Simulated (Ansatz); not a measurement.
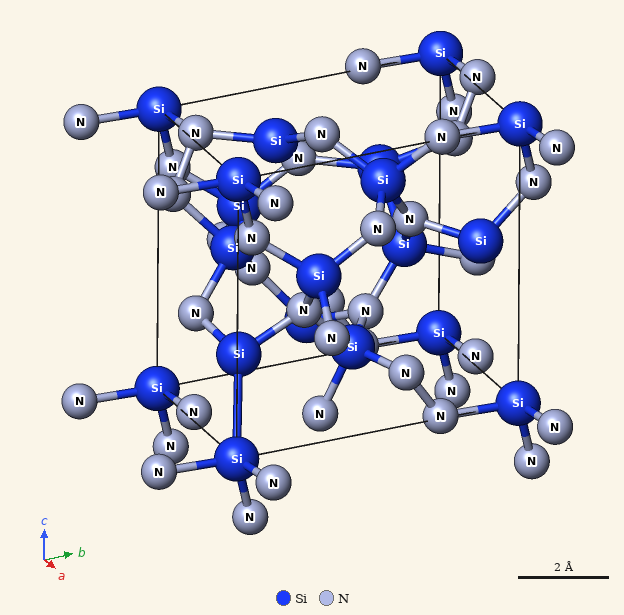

Crystal structure, ball-and-stick style, seen slightly off an axis. Lines trace the edges of the simulation cell. Some atoms of the next cells are drawn as well.

Si₁₁N₁₂, a = 6.28 Å, b = 6.83 Å, c = 6.53 Å, α = 85.05°, β = 88.71°, γ = 95.40°.

Run with Ansatz 0.2.0, DFT PBE, scalar-relativistic, plane waves, PAW and these settings: a kinetic-energy cutoff of 420 eV, Brillouin-zone sampling on a 4×4×4 mesh, Gaussian smearing of 0.02 eV, no spin polarisation.

> Is the electronic structure metallic or gapped?

A semiconductor at this level, with a gap of 1.47 eV on the k-mesh (the true edges may lie between mesh points, so the gap can be somewhat smaller).

> What pressure does the calculation give for this cell?

The computed pressure is 0.0 GPa, close to zero.

It derives from a structure type filled with these elements by a generator (whether the compound takes this form wasn't checked). Earlier steps of the study may have refined or changed the cell and positions. A calculation with Ansatz used it as input.
